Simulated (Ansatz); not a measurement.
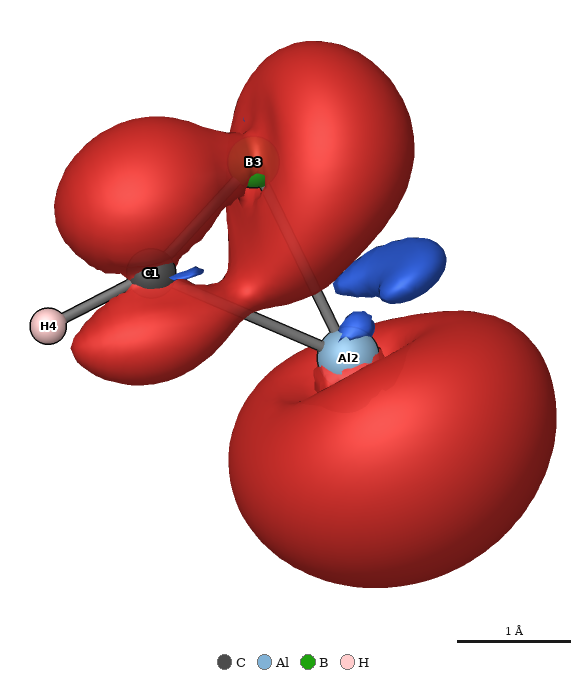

Figure. CHAlB (SMILES [B]1=[CH][Al]1) (doublet). Isosurfaces of the spin density at +0.015 (red) and −0.015 e/Å³ (blue), seen at a tilt.

Geometry: B3LYP-D4/def2-TZVP.

Method: isolated molecule in a Gaussian basis; Kohn-Sham density functional theory, functional PBE0 (Ansatz).

Where is the unpaired spin?

Answer. The unpaired spin (1 electron) lies mostly on Al2 (about 0.7), B3 (about 0.2) and C1 (about 0.1), in electrons by Hirshfeld's partition.
